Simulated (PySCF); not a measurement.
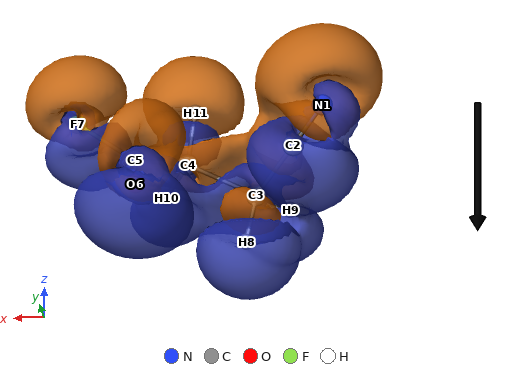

Figure 1: C4H4FNO, SMILES `N#CCCC(=O)F`. Change of the electron density in a uniform field of 0.26 V/Å along −z (arrow), surfaces at ±0.001 e/Å³ (orange: gain, blue: loss).

PySCF calculation, PBE0/def2-SVPD, gas phase; geometry: GFN2-xTB. No frequency check shows the geometry to be a minimum.

> What dipole is induced, and what polarisability does it imply?

The induced dipole is 0.60 D (along the field); α along this axis, from the fields in both directions, is 47 bohr³ (7.0 Å³).

> Which atoms gain and lose the most charge?

Electrons gather most on N1 (Hirshfeld charge changes by −0.011 e) and leave O6 most (+0.011 e); 0.064 electrons are displaced in all.
